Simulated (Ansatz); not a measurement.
Base system: CuCl in the zinc blende structure (space group F-43m, No. 216; a = 5.424 Å).

One thing is altered: electron doping at 5.0×10^21 cm⁻³ (0.199 per cell), with a uniform compensating background at fixed cell and a 300 K Fermi–Dirac width.

All numbers come from PBE, PAW, 420 eV (Ansatz, a program for electronic structure; no spin-orbit coupling).

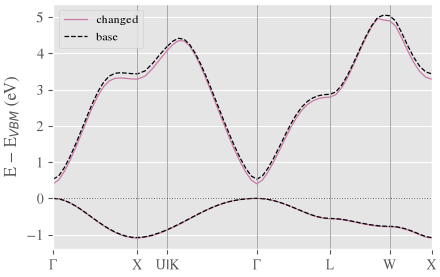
Highest valence and lowest conduction band along the path, each from its own valence-band maximum

Q: From the figure, how large is the changed gap, and is it direct?

A: About 0.4 eV, direct at Γ.

Carriers are added with a uniform compensating background; total energy and stress of such cells depend on the potential's zero and are not compared; many-body gap narrowing is missing at this level. No phonon test of stability was made. No Hubbard U is applied. All final runs are without spin polarisation.
